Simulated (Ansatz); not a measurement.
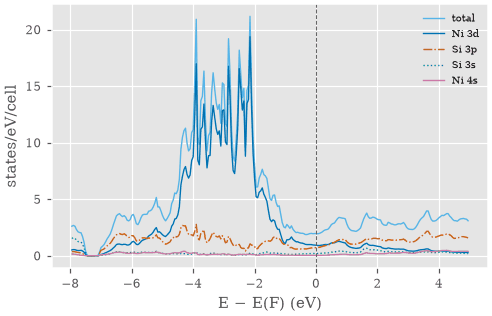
Fig. 1. Total and projected density of states of SiNi in space group Pnma (No. 62; Si on 4c, Ni on 4c), LDA in the plane-wave PAW code Ansatz

### Question
Which orbitals carry the states next to the Fermi level?

### Answer
Within 0.5 eV of the Fermi level: Ni 3d 48 %, Si 3p 36 %, Si 3s 10 %. Projections are on Löwdin-orthogonalised atomic valence shells; empty p or d shells of many metals are not among them.

### Question
Where is the tallest occupied peak in this window, and what makes it?

### Answer
Near -2.1 eV, about 21 states/eV per cell; the largest projected share is Ni 3d.

The LDA relaxation kept the symmetry of its start. The run is not spin-polarised.

Potentials: the later of the program's two PAW sets.
